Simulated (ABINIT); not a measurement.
**MgInBr3 (Pm-3m): Raman and infrared activity**

Which lines does MgInBr3 (Pm-3m) show in Raman and infrared spectra?

Calculated with ABINIT 10.8.3; DFT LDA, scalar-relativistic, plane waves, HGH norm-conserving pseudopotentials.

The structure was built from a prototype and need not be the compound's stable phase.

## 1. The structure

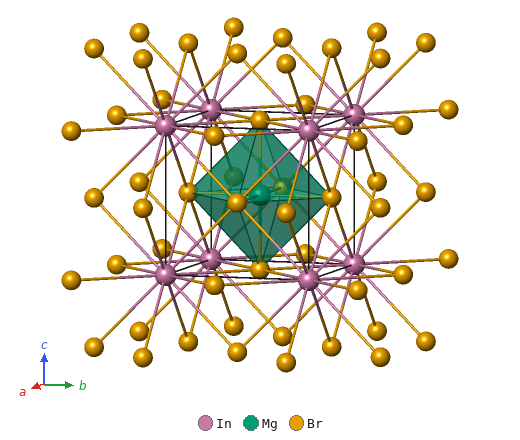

Start, viewed slightly off an axis; indium pink, magnesium teal, bromine orange. Some periodic images of atoms are drawn too.

Coordinates:

```cif
data_structure
_symmetry_space_group_name_H-M 'P 1'
_symmetry_Int_Tables_number 1
_cell_length_a 5.2528
_cell_length_b 5.2528
_cell_length_c 5.2528
_cell_angle_alpha 90.000
_cell_angle_beta 90.000
_cell_angle_gamma 90.000
_cell_volume 144.93
loop_
_atom_site_label
_atom_site_type_symbol
_atom_site_fract_x
_atom_site_fract_y
_atom_site_fract_z
_atom_site_occupancy
In1 In 0.00000 0.00000 0.00000 1
Mg2 Mg 0.50000 0.50000 0.50000 1
Br3 Br 0.50000 0.50000 0.00000 1
Br4 Br 0.50000 0.00000 0.50000 1
Br5 Br 0.00000 0.50000 0.50000 1
```

## 2. A probe with smearing

A first run with smearing and empty bands tells whether the crystal has a gap, which decides between fixed occupations and smearing later on.

probe.abi reads:

```
# ground state
tolvrs 1.0d-08
prtden 1
prtwf 1

# basis, mesh and filling
ecut 30.0
ixc 7
ngkpt 4 4 4
nshiftk 1
shiftk 0.0 0.0 0.0
istwfk *1
occopt 7
tsmear 0.005
nband 20
nstep 100
diemac 9.0
prtebands 0
prtgsr 0

# cell and atoms
acell 9.926353387 9.926353387 9.926353387
rprim 
    1.0 0.0 0.0
    0.0 1.0 0.0
    0.0 0.0 1.0
ntypat 3
znucl 49 12 35
natom 5
typat 1 2 3 3 3
xred 
    0.0 0.0 0.0
    0.5 0.5 0.5
    0.5 0.5 0.0
    0.5 0.0 0.5
    0.0 0.5 0.5
pp_dirpath "./pseudo"
pseudos "In.hgh, Mg.hgh, Br.hgh"
```

On the command line:

```
$ OMP_NUM_THREADS=1 mpirun -n 4 abinit probe.abi > probe.log
```

Numbers of over 12 decimals in the logs are rounded to 6 here.

probe.abo, the main output file:

```text
[banners, grids, parts of the stress and lines that vanish by symmetry left out]
- input  file    -> probe.abi
- output file    -> probe.abo
- root for input  files -> probei
[...]
Symmetries : space group Pm -3 m (#221); Bravais cP (primitive cubic)
[...]
mpw =        7712          nfft =      125000          nkpt =          10
[...]
== DATASET  1 ==================================================================
[...]
cutoff_energies: {ecut:  30.0, pawecutdg:  -1.0, }
[...]
Exchange-correlation functional for the present dataset will be:
  LDA: Perdew-Wang 92 LSD fit to Ceperley-Alder data - ixc=7
[...]
ETOT  1  -43.349454918266    -4.335E+01 1.723E-02 1.122E+03
 ETOT  2  -43.575260310139    -2.258E-01 3.014E-03 3.986E+01
 ETOT  3  -43.585710775892    -1.045E-02 1.353E-03 3.211E+00
 ETOT  4  -43.586060302987    -3.495E-04 1.124E-03 6.675E-02
 ETOT  5  -43.586068385157    -8.082E-06 7.781E-04 4.157E-03
 ETOT  6  -43.586068769441    -3.843E-07 2.050E-04 1.874E-05
 ETOT  7  -43.586068770871    -1.430E-09 9.391E-05 4.158E-07
 ETOT  8  -43.586068770908    -3.705E-11 2.086E-05 4.679E-09
 At SCF step    8       vres2   =  4.68E-09 < tolvrs=  1.00E-08 =>converged.
[...]
sigma(1 1)=  7.50603687E-05  sigma(3 2)=  0.00000000E+00
  sigma(2 2)=  7.50603687E-05  sigma(3 1)=  0.00000000E+00
  sigma(3 3)=  7.50603687E-05  sigma(2 1)=  0.00000000E+00
[...]
convergence: {deltae: -3.705E-11, res2:  4.679E-09, residm:  2.086E-05, diffor: null, }
etotal    :  -4.35860688E+01
[...]
sigma(1 1)=  7.50603687E-05  sigma(3 2)=  0.00000000E+00
  sigma(2 2)=  7.50603687E-05  sigma(3 1)=  0.00000000E+00
  sigma(3 3)=  7.50603687E-05  sigma(2 1)=  0.00000000E+00
[...]
- sigma(1 1)=  2.20835229E+00  sigma(3 2)=  0.00000000E+00
- sigma(2 2)=  2.20835229E+00  sigma(3 1)=  0.00000000E+00
- sigma(3 3)=  2.20835229E+00  sigma(2 1)=  0.00000000E+00
[...]
fcart     -0.0000000000E+00 -0.0000000000E+00 -0.0000000000E+00
           strten      7.5060368719E-05  7.5060368719E-05  7.5060368719E-05
================================================================================

[key lines of the parts left out:]
pressure_GPa:  -2.2084E+00
```

Wall time 14 s (4 MPI ranks of Arm Neoverse V1, shared host).

This step gave:

| Property | Result |
| --- | --- |
| volume per atom | 28.99 Å³ |
| pressure | -2.208 GPa |
| gap on the k-mesh | 2.674 eV |

A gap of 2.7 eV opens on this mesh, so the crystal is taken as an insulator; the printed pressure holds the stress of the finite basis too.

## 3. Rough relaxation

The typed start is rough, so a first relaxation with smearing and loose thresholds takes it towards rest cheaply.

prerelax.abi reads:

```
# relaxation
ionmov 2
optcell 2
dilatmx 1.15
chkdilatmx 0
ntime 40
tolmxf 3.0d-04
tolvrs 1.0d-10
prtwf 0
prtden 0
chksymtnons 0

# basis, mesh and filling
ecut 31.0
ecutsm 3.0
ixc 7
ngkpt 4 4 4
nshiftk 1
shiftk 0.0 0.0 0.0
istwfk *1
occopt 7
tsmear 0.005
nband 20
nstep 100
diemac 9.0
prtebands 0
prtgsr 0

# cell and atoms
acell 9.926353387 9.926353387 9.926353387
rprim 
    1.0 0.0 0.0
    0.0 1.0 0.0
    0.0 0.0 1.0
ntypat 3
znucl 49 12 35
natom 5
typat 1 2 3 3 3
xred 
    0.0 0.0 0.0
    0.5 0.5 0.5
    0.5 0.5 0.0
    0.5 0.0 0.5
    0.0 0.5 0.5
pp_dirpath "./pseudo"
pseudos "In.hgh, Mg.hgh, Br.hgh"
```

On the command line:

```
$ OMP_NUM_THREADS=1 mpirun -n 4 abinit prerelax.abi > prerelax.log
```

prerelax.abo, the main output file:

```text
[banners, grids, parts of the stress and lines that vanish by symmetry left out]
- input  file    -> prerelax.abi
- output file    -> prerelax.abo
- root for input  files -> prerelaxi
[...]
Symmetries : space group Pm -3 m (#221); Bravais cP (primitive cubic)
[...]
mpw =       12328          nfft =      216000          nkpt =          10
[...]
== DATASET  1 ==================================================================
[...]
cutoff_energies: {ecut:  31.0, pawecutdg:  -1.0, }
[...]
Exchange-correlation functional for the present dataset will be:
  LDA: Perdew-Wang 92 LSD fit to Ceperley-Alder data - ixc=7
[...]
ETOT  1  -43.349744948158    -4.335E+01 1.571E-02 1.936E+03
 ETOT  2  -43.575045245999    -2.253E-01 3.660E-03 6.899E+01
 ETOT  3  -43.585550982786    -1.051E-02 3.246E-04 5.646E+00
 ETOT  4  -43.585900309415    -3.493E-04 1.515E-04 1.192E-01
[...]
ETOT  8  -43.588208484046     4.029E-12 3.621E-11 3.969E-12
 At SCF step    8       vres2   =  3.97E-12 < tolvrs=  1.00E-10 =>converged.
[...]
sigma(1 1)=  6.41539252E-07  sigma(3 2)=  0.00000000E+00
  sigma(2 2)=  6.41539252E-07  sigma(3 1)=  0.00000000E+00
  sigma(3 3)=  6.41539252E-07  sigma(2 1)=  0.00000000E+00
[...]
convergence: {deltae:  4.029E-12, res2:  3.969E-12, residm:  3.621E-11, diffor: null, }
etotal    :  -4.35882085E+01
[...]
At Broyd/MD step   4, gradients are converged :
[...]
sigma(1 1)=  6.41539252E-07  sigma(3 2)=  0.00000000E+00
  sigma(2 2)=  6.41539252E-07  sigma(3 1)=  0.00000000E+00
  sigma(3 3)=  6.41539252E-07  sigma(2 1)=  0.00000000E+00
[...]
- sigma(1 1)=  1.88747364E-02  sigma(3 2)=  0.00000000E+00
- sigma(2 2)=  1.88747364E-02  sigma(3 1)=  0.00000000E+00
- sigma(3 3)=  1.88747364E-02  sigma(2 1)=  0.00000000E+00
[...]
fcart     -0.0000000000E+00 -0.0000000000E+00 -0.0000000000E+00
           strten      6.4153925177E-07  6.4153925177E-07  6.4153925177E-07
================================================================================

[key lines of the parts left out:]
pressure_GPa:  -1.8875E-02
Total energy (etotal) [Ha]= -4.35882084840461E+01
```

Elapsed: 90 s, on 4 MPI ranks; 6 min of CPU time.

The steps of the relaxation:

| step | energy less that of the first step (eV) | largest force (eV/Å) | volume (Å³) |
| --- | --- | --- | --- |
| 1 | 0.0000 | 0.0000 | 144.93 |
| 2 | -0.0105 | 0.0000 | 144.06 |
| 3 | -0.0620 | 0.0000 | 134.57 |
| 4 | -0.0626 | 0.0000 | 135.50 |

| conventional cell, symmetrised | before | after | change |
| --- | --- | --- | --- |
| a (Å) | 5.253 | 5.136 | -2.2 % |
| b (Å) | 5.253 | 5.136 | -2.2 % |
| c (Å) | 5.253 | 5.136 | -2.2 % |
| volume (Å³/atom) | 28.99 | 27.10 | -6.5 % |

The relaxed structure:

```cif
data_structure
_symmetry_space_group_name_H-M 'P 1'
_symmetry_Int_Tables_number 1
_cell_length_a 5.1363
_cell_length_b 5.1363
_cell_length_c 5.1363
_cell_angle_alpha 90.000
_cell_angle_beta 90.000
_cell_angle_gamma 90.000
_cell_volume 135.50
loop_
_atom_site_label
_atom_site_type_symbol
_atom_site_fract_x
_atom_site_fract_y
_atom_site_fract_z
_atom_site_occupancy
In1 In 0.00000 0.00000 0.00000 1
Mg2 Mg 0.50000 0.50000 0.50000 1
Br3 Br 0.50000 0.50000 0.00000 1
Br4 Br 0.50000 0.00000 0.50000 1
Br5 Br 0.00000 0.50000 0.50000 1
```

This step gave:

```
volume per atom   : 27.10 Å³
pressure          : -0.01887 GPa
gap on the k-mesh : 2.899 eV
```

The volume changes by -6.5 % in this run and stands -6.5 % from the first cell.

## 4. Relaxation

The harmonic expansion needs vanishing forces, and a free crystal bears no stress, so cell and atoms are brought to rest. Stress is more sensitive to the basis than forces are: the last 3 Ha under the cutoff are smoothed with ecutsm, and the cutoff is raised above that of the later runs.

relax.abi reads:

```
# relaxation
ionmov 2
optcell 2
dilatmx 1.08
ntime 40
tolmxf 1.0d-05
tolvrs 1.0d-14
prtwf 0
prtden 0
chksymtnons 0

# basis, mesh and filling
ecut 38.0
ecutsm 3.0
ixc 7
ngkpt 4 4 4
nshiftk 1
shiftk 0.0 0.0 0.0
istwfk *1
occopt 1
nband 13
nstep 100
diemac 9.0
prtebands 0
prtgsr 0

# cell and atoms
acell 9.706202656 9.706202656 9.706202656
rprim 
    1.0 0.0 0.0
    0.0 1.0 0.0
    0.0 0.0 1.0
ntypat 3
znucl 49 12 35
natom 5
typat 1 2 3 3 3
xred 
    0.0 0.0 0.0
    0.5 0.5 0.5
    0.5 0.5 0.0
    0.5 0.0 0.5
    0.0 0.5 0.5
pp_dirpath "./pseudo"
pseudos "In.hgh, Mg.hgh, Br.hgh"
```

On the command line:

```
$ OMP_NUM_THREADS=1 mpirun -n 4 abinit relax.abi > relax.log
```

relax.abo, the main output file:

```text
[banners, grids, parts of the stress and lines that vanish by symmetry left out]
- input  file    -> relax.abi
- output file    -> relax.abo
- root for input  files -> relaxi
[...]
Symmetries : space group Pm -3 m (#221); Bravais cP (primitive cubic)
[...]
mpw =       12965          nfft =      216000          nkpt =          10
[...]
== DATASET  1 ==================================================================
[...]
cutoff_energies: {ecut:  38.0, pawecutdg:  -1.0, }
[...]
Exchange-correlation functional for the present dataset will be:
  LDA: Perdew-Wang 92 LSD fit to Ceperley-Alder data - ixc=7
[...]
ETOT  1  -43.344673561855    -4.334E+01 9.317E-02 1.793E+03
 ETOT  2  -43.582406482524    -2.377E-01 4.357E-06 4.928E+01
 ETOT  3  -43.589252953144    -6.846E-03 3.500E-05 6.018E+00
 ETOT  4  -43.589575591270    -3.226E-04 1.045E-05 1.156E-01
 ETOT  5  -43.589584509537    -8.918E-06 4.356E-08 7.251E-03
[...]
At SCF step   11       vres2   =  7.08E-15 < tolvrs=  1.00E-14 =>converged.
[...]
sigma(1 1)=  7.60220551E-07  sigma(3 2)=  0.00000000E+00
  sigma(2 2)=  7.60220551E-07  sigma(3 1)=  0.00000000E+00
  sigma(3 3)=  7.60220551E-07  sigma(2 1)=  0.00000000E+00
[...]
convergence: {deltae: -5.791E-12, res2:  7.080E-15, residm:  9.680E-19, diffor: null, }
etotal    :  -4.35895849E+01
[...]
ETOT  1  -43.589584891784    -4.359E+01 2.398E-12 3.612E-04
[...]
At SCF step    8       vres2   =  4.14E-16 < tolvrs=  1.00E-14 =>converged.
[...]
sigma(1 1)=  6.81426332E-07  sigma(3 2)=  0.00000000E+00
  sigma(2 2)=  6.81426332E-07  sigma(3 1)=  0.00000000E+00
  sigma(3 3)=  6.81426332E-07  sigma(2 1)=  0.00000000E+00
[...]
convergence: {deltae: -2.231E-12, res2:  4.139E-16, residm:  2.115E-20, diffor: null, }
etotal    :  -4.35895849E+01
[...]
ETOT  1  -43.589583538305    -4.359E+01 1.953E-09 2.695E-02
[...]
ETOT  8  -43.589585096820    -2.984E-13 1.755E-18 3.001E-14
 ETOT  9  -43.589585096819     7.603E-13 3.377E-20 2.774E-16
 At SCF step    9       vres2   =  2.77E-16 < tolvrs=  1.00E-14 =>converged.
[...]
sigma(1 1)= -6.16181435E-10  sigma(3 2)=  0.00000000E+00
  sigma(2 2)= -6.16181435E-10  sigma(3 1)=  0.00000000E+00
  sigma(3 3)= -6.16181436E-10  sigma(2 1)=  0.00000000E+00
[...]
convergence: {deltae:  7.603E-13, res2:  2.774E-16, residm:  3.377E-20, diffor: null, }
etotal    :  -4.35895851E+01
[...]
At Broyd/MD step   3, gradients are converged :
[...]
sigma(1 1)= -6.16181435E-10  sigma(3 2)=  0.00000000E+00
  sigma(2 2)= -6.16181435E-10  sigma(3 1)=  0.00000000E+00
  sigma(3 3)= -6.16181436E-10  sigma(2 1)=  0.00000000E+00
[...]
- sigma(1 1)= -1.81286837E-05  sigma(3 2)=  0.00000000E+00
- sigma(2 2)= -1.81286837E-05  sigma(3 1)=  0.00000000E+00
- sigma(3 3)= -1.81286837E-05  sigma(2 1)=  0.00000000E+00
[...]
fcart     -0.0000000000E+00 -0.0000000000E+00 -0.0000000000E+00
           strten     -6.1618143465E-10 -6.1618143509E-10 -6.1618143574E-10
================================================================================

[key lines of the parts left out:]
pressure_GPa:   1.8129E-05
Total energy (etotal) [Ha]= -4.35895850968194E+01
```

The job ended after 48 s (4 MPI ranks).

Little changed from the start: no atom moved by 0.005 Å and no cell edge by 0.1 %.

Numbers from this step:

```yaml
volume_per_atom: 27.08 Å³
pressure: 1.81e-5 GPa
```

The volume changes by -0.1 % in this run and stands -6.6 % from the first cell.

## 5. Self-consistent run for the response

First-order wavefunctions inherit every error of the ground state, hence the very tight tolvrs. The mesh is shifted off Γ, since shifted meshes converge sums over the zone faster.

gs.abi reads:

```
# ground state
tolvrs 1.0d-16
prtden 1
prtwf 1

# basis, mesh and filling
ecut 30.0
ixc 7
ngkpt 4 4 4
nshiftk 1
shiftk 0.5 0.5 0.5
istwfk *1
occopt 1
nband 13
nstep 100
diemac 9.0
prtebands 0
prtgsr 0

# cell and atoms
acell 9.704068144 9.704068144 9.704068144
rprim 
    1.0 0.0 0.0
    0.0 1.0 0.0
    0.0 0.0 1.0
ntypat 3
znucl 49 12 35
natom 5
typat 1 2 3 3 3
xred 
    0.0 0.0 0.0
    0.5 0.5 0.5
    0.5 0.5 0.0
    0.5 0.0 0.5
    0.0 0.5 0.5
pp_dirpath "./pseudo"
pseudos "In.hgh, Mg.hgh, Br.hgh"
```

On the command line:

```
$ OMP_NUM_THREADS=1 mpirun -n 4 abinit gs.abi > gs.log
```

gs.abo, the main output file:

```text
[banners, grids, parts of the stress and lines that vanish by symmetry left out]
- input  file    -> gs.abi
- output file    -> gs.abo
- root for input  files -> gsi
[...]
Symmetries : space group Pm -3 m (#221); Bravais cP (primitive cubic)
[...]
mpw =        7184          nfft =      110592          nkpt =           4
[...]
== DATASET  1 ==================================================================
[...]
cutoff_energies: {ecut:  30.0, pawecutdg:  -1.0, }
[...]
Exchange-correlation functional for the present dataset will be:
  LDA: Perdew-Wang 92 LSD fit to Ceperley-Alder data - ixc=7
[...]
ETOT  1  -43.356780082788    -4.336E+01 3.124E-02 9.871E+02
 ETOT  2  -43.577740850587    -2.210E-01 9.729E-07 3.707E+01
 ETOT  3  -43.588134540658    -1.039E-02 4.882E-05 2.733E+00
 ETOT  4  -43.588421089678    -2.865E-04 7.454E-06 4.484E-02
 ETOT  5  -43.588426006538    -4.917E-06 1.888E-08 2.068E-03
[...]
ETOT 11  -43.588426168105    -3.553E-14 1.406E-18 2.196E-15
 ETOT 12  -43.588426168104     5.258E-13 2.672E-22 3.923E-17
 At SCF step   12       vres2   =  3.92E-17 < tolvrs=  1.00E-16 =>converged.
[...]
sigma(1 1)=  8.61489710E-06  sigma(3 2)=  0.00000000E+00
  sigma(2 2)=  8.61489710E-06  sigma(3 1)=  0.00000000E+00
  sigma(3 3)=  8.61489710E-06  sigma(2 1)=  0.00000000E+00
[...]
convergence: {deltae:  5.258E-13, res2:  3.923E-17, residm:  2.672E-22, diffor: null, }
etotal    :  -4.35884262E+01
[...]
sigma(1 1)=  8.61489710E-06  sigma(3 2)=  0.00000000E+00
  sigma(2 2)=  8.61489710E-06  sigma(3 1)=  0.00000000E+00
  sigma(3 3)=  8.61489710E-06  sigma(2 1)=  0.00000000E+00
[...]
- sigma(1 1)=  2.53459023E-01  sigma(3 2)=  0.00000000E+00
- sigma(2 2)=  2.53459023E-01  sigma(3 1)=  0.00000000E+00
- sigma(3 3)=  2.53459023E-01  sigma(2 1)=  0.00000000E+00
[...]
fcart     -0.0000000000E+00 -0.0000000000E+00 -0.0000000000E+00
           strten      8.6148971002E-06  8.6148971002E-06  8.6148971002E-06
================================================================================

[key lines of the parts left out:]
pressure_GPa:  -2.5346E-01
```

Elapsed: 4.2 s, on 4 MPI ranks; 16 s of CPU time.

Numbers from this step:

| Property | Result |
| --- | --- |
| pressure | -0.2535 GPa |

The cell stands at -0.25 GPa: the relaxation ran with a smoothed and higher cutoff and on another k mesh.

## 6. Empty bands

Empty bands on the ground state's density check that the gap assumed so far is there in this cell.

gap.abi reads:

```
# empty bands on the ground state's density
iscf -2
getden_filepath "gso_DEN"
tolwfr 1.0d-12
nbdbuf 2
prtwf 0

# basis, mesh and filling
ecut 30.0
ixc 7
ngkpt 4 4 4
nshiftk 1
shiftk 0.0 0.0 0.0
istwfk *1
occopt 1
nband 17
nstep 100
diemac 9.0
prtebands 0
prtgsr 0

# cell and atoms
acell 9.704068144 9.704068144 9.704068144
rprim 
    1.0 0.0 0.0
    0.0 1.0 0.0
    0.0 0.0 1.0
ntypat 3
znucl 49 12 35
natom 5
typat 1 2 3 3 3
xred 
    0.0 0.0 0.0
    0.5 0.5 0.5
    0.5 0.5 0.0
    0.5 0.0 0.5
    0.0 0.5 0.5
pp_dirpath "./pseudo"
pseudos "In.hgh, Mg.hgh, Br.hgh"
```

On the command line:

```
$ OMP_NUM_THREADS=1 mpirun -n 4 abinit gap.abi > gap.log
```

gap.abo, the main output file:

```text
[banners, grids, parts of the stress and lines that vanish by symmetry left out]
- input  file    -> gap.abi
- output file    -> gap.abo
- root for input  files -> gapi
[...]
Symmetries : space group Pm -3 m (#221); Bravais cP (primitive cubic)
[...]
mpw =        7208          nfft =      110592          nkpt =          10
[...]
== DATASET  1 ==================================================================
[...]
cutoff_energies: {ecut:  30.0, pawecutdg:  -1.0, }
[...]
Exchange-correlation functional for the present dataset will be:
  LDA: Perdew-Wang 92 LSD fit to Ceperley-Alder data - ixc=7
[...]
-outvars: echo values of variables after computation
            acell      9.7040681440E+00  9.7040681440E+00  9.7040681440E+00 Bohr
================================================================================
```

Elapsed: 5.7 s, on 4 MPI ranks.

Read from the output:

```
gap on the k-mesh : 2.902 eV
```

In this cell the gap on the mesh is 2.9 eV, indirect (smallest direct 3.0 eV), so fixed occupations hold.

(Continued in part 2 of 3.)

[Host names and launcher messages were left out of these logs when they were recorded.]

[Logs are printed without paths, hosts, clocks, repeated set-up lines and the standing remarks that a program may print on its own settings, such as how far it seeks lower states.]

[Hosts, paths, dates, database ids (printed as entryN), source tags and the programs' standing remarks are cut or masked in the printed files.]
